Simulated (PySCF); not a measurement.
Input

```
{"job": {"kind": "nmr", "xc": "PBE0", "basis": "pcSseg-1"}, "charge": 0, "multiplicity": 1}
F      3.598637     0.547999     1.787458
Si     2.026322     0.367166     1.465929
C      1.887295    -0.571795    -0.166691
Si     0.107978    -0.814104    -0.808360
P      0.287477    -1.738215    -2.857440
C     -0.708315     0.856366    -1.111371
C     -1.603072     1.476997    -0.346697
Si    -2.332024     0.863135     1.276925
H      1.515210     1.726120     1.382365
H      1.520596    -0.399331     2.594655
H      2.359858    -1.549465    -0.062500
H      2.461950    -0.045441    -0.930961
H     -0.654690    -1.631873     0.151780
H      0.555089    -3.016771    -2.401849
H     -1.064269    -2.003622    -2.990914
H     -0.392517     1.341035    -2.033542
H     -1.969496     2.443135    -0.683605
H     -1.263677     0.507448     2.214556
H     -3.144207     1.949289     1.834628
H     -3.193295    -0.297394     1.031693
```

Command:

```sh
OMP_NUM_THREADS=1 python probes_run.py task.json out
```

Geometry: GFN2-xTB.

These are results of PBE0/pcSseg-1, SCF density, gas phase, non-relativistic (PySCF 2.14.0), not measurements.

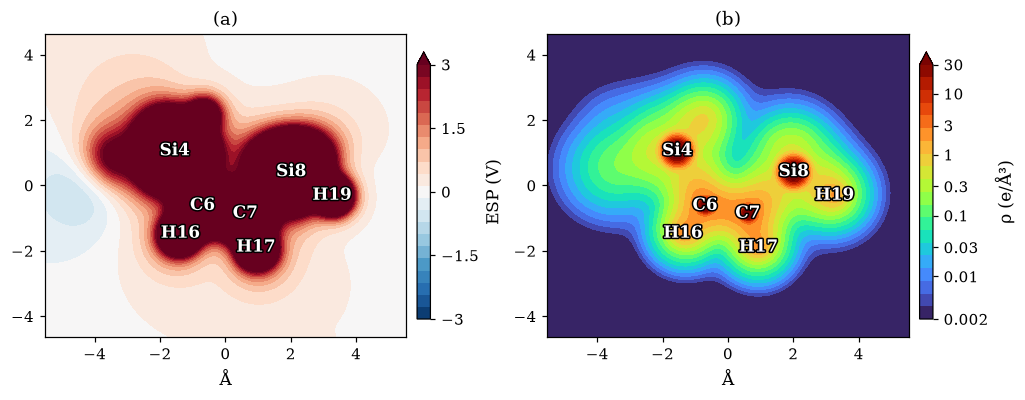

C3H12FPSi3. (a) electrostatic potential; (b) total electron density on the plane of atoms C6, C7 and H17.

### What do the fields say about this system?

Atoms in the plane: Si, C and H.
C–C (1.33 Å): ρ at the midpoint is about 2.3 e/Å³.
C–Si (1.88 Å): ρ is about 0.94 e/Å³ halfway.
C–H (1.09 Å): the density is about 2 e/Å³ at the midpoint.
Si–H (1.47 Å): ρ at the midpoint is about 0.81 e/Å³.
Outside the dense part of the molecule the potential is most negative (−0.6 V) near P5, which lies off the plane.
